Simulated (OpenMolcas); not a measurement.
**NO2 (nitrogen dioxide) at 6 levels**

Aim: a comparison of 6 runs (UHF/STO-3G, U-r2SCAN/STO-3G, UB3LYP/STO-3G, UM06-2X/STO-3G, UPBE/STO-3G, USVWN5/STO-3G) of NO2 (nitrogen dioxide). 

Program for the calculation: OpenMolcas 26.06.

## 1. The system as given

NO2 has 3 atoms, charge 0, and is taken as a doublet. As SMILES, `[O]N=O`. The shape was changed from the relaxed one by the stated rule. At this shape the atoms don't form one bonded unit as the SMILES string has it.

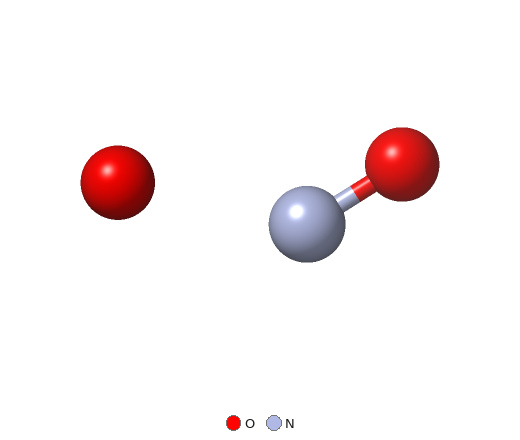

The structure, seen from a chosen angle (oxygen red, nitrogen light blue).

## 2. The energy at UHF/STO-3G (run 1)

test.inp

```
&gateway
 baslib
 $CurrDir
 coord
 3
 angstrom
 O       -0.031122      -1.907539      -0.217761
 N       -0.506352      -0.834459      -0.364271
 O        0.055690       1.091300       0.145270
 basis
 STO-3G
 group
 NoSym

&seward

&scf
 uhf
 spin
 2
 thresholds
 1e-10 1e-07 1e-07 1e-05
 prorbitals
 1 1
```

The basis set STO-3G is read from a file made from the Basis Set Exchange's data (not shown).

Launch:

```sh
$ export MOLCAS_MEM=1860
$ pymolcas test.inp > test.log
```

Output:

```text
--- Start Module: gateway ---

                                              &GATEWAY

                       available to each process: 1.9 GB of memory, 1 thread

 Basis Set     1 Label: O.STO-3G
 Basis set is read from library:.
 basistype.tbl is not found

 Basis Set     2 Label: N.STO-3G
 Basis set is read from library:.
 basistype.tbl is not found

 Basis Set     3 Label: O.STO-3G
 Basis set is read from library:.
 basistype.tbl is not found

++    Symmetry information:
      ---------------------

                    Character Table for C1

                             E
                    a        1  x, y, xy, Rz, z, xz, Ry, yz, Rx, I
--

++    Basis set information:
      ----------------------

      Basis set label: O.STO-3G.........

      Electronic valence basis set:
      ------------------
      Associated Effective Charge   8.000000 au
      Associated Actual Charge      8.000000 au
      Nuclear Model: Point charge

      Shell  nPrim  nBasis  Cartesian Spherical Contaminant
         s       6       2        X
[... 108 lines left out ...]
      Nuclear repulsion energy =   50.58018712
[... 42 lines left out ...]
++ Convergence information
                               UHF SCF        iterations: Energy and convergence statistics
[... 56 lines left out ...]
       Convergence after  59 Iterations
[... 3 lines left out ...]
 *                                             SCF/KS-DFT Program, Final results                                             *
 *                                                       Final Results                                                       *
[... 73 lines left out ...]
      Title: Natural orbitals
[... 7 lines left out ...]
          Orbital           11        12        13        14        15
          Energy           -0.1327   -0.0730    0.0537    0.1839    0.8460
          Occ. No.          1.2322    1.0000    0.7678    0.1928    0.0022

--

++    Molecular properties:
      ---------------------

      Charge (e):
                      =   -0.0000
      Dipole Moment (debye):
      Origin of the operator (angstrom)=   -0.1456   -0.5379   -0.1361
                   X=  1.3434E-01               Y= -3.2124E-01               Z=  3.9533E-02           Total=  3.5044E-01
      Quadrupole Moment (debye*angstrom):
      Origin of the operator (angstrom)=   -0.1456   -0.5379   -0.1361
                  XX= -1.3413E+01              XY=  4.5794E-01              XZ= -1.7066E-01              YY= -1.4357E+01
                  YZ=  1.0838E-01              ZZ= -1.3093E+01
      In traceless form (debye*angstrom)
                  XX=  3.1286E-01              XY=  6.8692E-01              XZ= -2.5600E-01              YY= -1.1044E+00
                  YZ=  1.6257E-01              ZZ=  7.9153E-01
--

--- Stop Module: scf /rc=_RC_ALL_IS_WELL_ ---
--- Module scf spent 1 second ---

.##################.
.# Happy landing! #.
.##################.

    Timing: Wall=2.69 User=2.14 System=0.50
```

Wall time 3 s (1 thread of Intel Xeon Platinum 8488C (Sapphire Rapids), shared host); peak memory 0.37 GiB.

## 3. The energy at U-r2SCAN/STO-3G (run 2)

test.input

```
&GATEWAY
  BasLib
  $CurrDir
  Coord
  3
  angstrom
  O       -0.031122      -1.907539      -0.217761
  N       -0.506352      -0.834459      -0.364271
  O        0.055690       1.091300       0.145270
  Basis
  STO-3G
  Group
  NoSym

&SEWARD
  GridInput
  Grid=UltraFine
  End of Grid

&SCF
  UHF
  Spin
  2
  KSDFT
  2
  1.0 MGGA_X_R2SCAN
  1.0 MGGA_C_R2SCAN
  Thresholds
  1e-10 1e-07 1e-07 1e-05
  PrOrbitals
  1 1
```

The basis set STO-3G is read from a file made from the Basis Set Exchange's data (not shown).

Launch:

```sh
$ export MOLCAS_MEM=1860
$ pymolcas test.input > test.log
```

Output (excerpt; [...] marks lines left out):

```text
--- Start Module: gateway ---
[...]
       Convergence after  30 Iterations
[...]
      Dipole Moment (debye):
      Origin of the operator (angstrom)=   -0.1456   -0.5379   -0.1361
                   X=  2.7068E-01               Y= -3.0605E-01               Z=  1.1556E-01           Total=  4.2460E-01
      Quadrupole Moment (debye*angstrom):
[...]
--- Stop Module: scf /rc=_RC_ALL_IS_WELL_ ---
[...]
```

Run time: 11 s. Hardware: 1 thread of Intel Xeon Platinum 8488C (Sapphire Rapids), shared host; peak memory 0.37 GiB.

Runs 3 to 4 aren't shown in full; the table further down has their settings and results.

## 4. A single-point energy at UPBE/STO-3G (run 5)

test.input

```
* NO2 Kohn-Sham DFT
&gateway
baslib=$CurrDir
coord
3
angstrom
O       -0.031122      -1.907539      -0.217761
N       -0.506352      -0.834459      -0.364271
O        0.055690       1.091300       0.145270
basis=STO-3G
group=NoSym
&seward
gridinput
Grid=UltraFine
End of Grid
&scf
uhf
spin=2
ksdft=PBE
thresholds=1e-10 1e-07 1e-07 1e-05
prorbitals=1 1
```

The basis set STO-3G is read from a file made from the Basis Set Exchange's data (not shown).

Launch:

```sh
$ export MOLCAS_MEM=1860
$ pymolcas test.input > test.log
```

Output (excerpt; [...] marks lines left out):

```text
--- Start Module: gateway ---
[...]
       Convergence after  31 Iterations
[...]
      Dipole Moment (debye):
      Origin of the operator (angstrom)=   -0.1456   -0.5379   -0.1361
                   X=  2.9445E-01               Y= -4.0224E-01               Z=  1.1842E-01           Total=  5.1237E-01
      Quadrupole Moment (debye*angstrom):
[...]
--- Stop Module: scf /rc=_RC_ALL_IS_WELL_ ---
[...]
```

It took 8.4 s on 1 thread of Intel Xeon Platinum 8488C (Sapphire Rapids), shared host; peak memory 0.37 GiB.

## 5. A single-point energy at USVWN5/STO-3G (run 6)

test.inp

```
* NO2 Kohn-Sham DFT

&GATEWAY
  BASLIB
  $CurrDir
  COORD
  3
  angstrom
  O       -0.031122      -1.907539      -0.217761
  N       -0.506352      -0.834459      -0.364271
  O        0.055690       1.091300       0.145270
  BASIS
  STO-3G
  GROUP
  NoSym

&SEWARD
  GRIDINPUT
  Grid=UltraFine
  End of Grid

&SCF
  UHF
  SPIN
  2
  KSDFT
  SVWN5
  THRESHOLDS
  1e-10 1e-07 1e-07 1e-05
  PRORBITALS
  1 1
```

The basis set STO-3G is read from a file made from the Basis Set Exchange's data (not shown).

Launch:

```sh
$ export MOLCAS_MEM=1860
$ pymolcas test.inp > test.log
```

Output (excerpt; [...] marks lines left out):

```text
--- Start Module: gateway ---
[...]
       Convergence after  30 Iterations
[...]
      Dipole Moment (debye):
      Origin of the operator (angstrom)=   -0.1456   -0.5379   -0.1361
                   X=  3.1101E-01               Y= -3.6057E-01               Z=  1.3184E-01           Total=  4.9409E-01
      Quadrupole Moment (debye*angstrom):
[...]
--- Stop Module: scf /rc=_RC_ALL_IS_WELL_ ---
[...]
```

It took 6 s on 1 thread of Intel Xeon Platinum 8488C (Sapphire Rapids), shared host; peak memory 0.37 GiB.

## 6. Overview of the runs

```
run            level  integration grid  energy (Eh)  dipole moment (D)  HOMO energy (eV)  LUMO energy (eV)  wall time
  1       UHF/STO-3G                 –  -201.332603               0.35             -9.08              6.82        3 s
  2  U-r2SCAN/STO-3G         UltraFine  -202.137820               0.42             -2.08             -1.22       11 s
  3    UB3LYP/STO-3G         UltraFine  -202.175298               0.59             -3.11             -0.37      7.8 s
  4   UM06-2X/STO-3G         UltraFine  -202.177309               0.59             -5.43              1.46      8.4 s
  5      UPBE/STO-3G         UltraFine  -201.999972               0.51             -1.80             -1.00      8.4 s
  6    USVWN5/STO-3G         UltraFine  -200.657164               0.49             -1.74             -1.22        6 s
```

## 7. Outcome

| quantity | value |
| --- | --- |
| run 6: total energy | -200.65716 Eh |
| run 6: dipole moment | 0.49 D |
| run 6: HOMO energy (highest over α and β) | -1.74 eV |
| run 6: LUMO energy (lowest over α and β) | -1.22 eV |
| run 6: ⟨S²⟩ | 1.276 |

What this shows: The dipole moment runs from 0.35 D (UHF/STO-3G) to 0.59 D (UM06-2X/STO-3G). Totals of different functionals can't be ranked against each other. Spin contamination: run 1 ⟨S²⟩ = 2.05, run 2 ⟨S²⟩ = 1.41, run 3 ⟨S²⟩ = 1.49, run 4 ⟨S²⟩ = 1.61, run 5 ⟨S²⟩ = 1.27, run 6 ⟨S²⟩ = 1.28. All runs together took 44 s, the longest 11 s.
